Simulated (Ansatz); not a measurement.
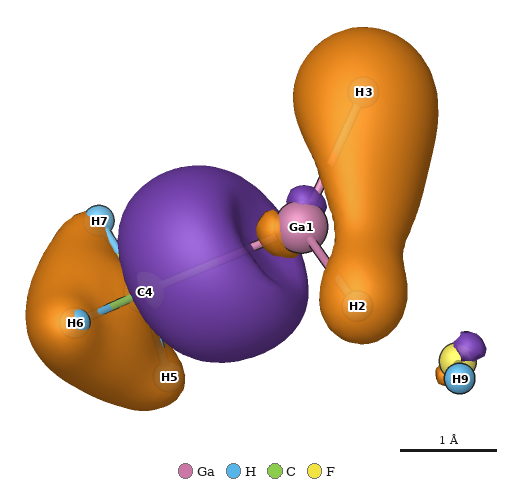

Figure 1: CH5Ga···HF. One frontier orbital at ±0.15 Å⁻³ᐟ² (orange and purple are the two phases), seen at a tilt.

The calculation used RKS PBE0-D4/def2-SVP in Ansatz 0.2.0.

Input file:

```
crystal:
  periodic: [false, false, false]
  atoms:
    - { symbol: Ga, position_ang: [0.012197, 0.188964, -0.10482] }
    - { symbol: H, position_ang: [-0.001339, 0.262542, 1.471881] }
    - { symbol: H, position_ang: [1.411853, 0.246936, -0.810651] }
    - { symbol: C, position_ang: [-1.712799, 0.10062, -1.031048] }
    - { symbol: H, position_ang: [-2.146255, -0.900803, -0.867731] }
    - { symbol: H, position_ang: [-2.419315, 0.832469, -0.608837] }
    - { symbol: H, position_ang: [-1.625474, 0.266738, -2.11409] }
    - { symbol: F, position_ang: [0.071818, -2.343094, 1.29013] }
    - { symbol: H, position_ang: [0.076014, -1.566271, 1.796766] }
basis:
  gaussian: { orbitals: def2-SVP }
hamiltonian:
  xc: pbe0
  dispersion: d4
relax:
  f_tol: 0.03
  max_steps: 50
output:
  orbitals: {}
```

Run with:

```sh
ansatz run input.yaml --threads 2 --pin off --max-ram 3072MiB --backend cpu --events-out ev --progress --plain --runs-dir out
```

The fields are those of the run's last geometry, not of the input's.

**Which orbital is it: HOMO or LUMO?**

The HOMO, at −7.99 eV. By Hirshfeld shares it lies mainly on C4 (about 40 %), Ga1 (about 30 %) and H3 (about 15 %).
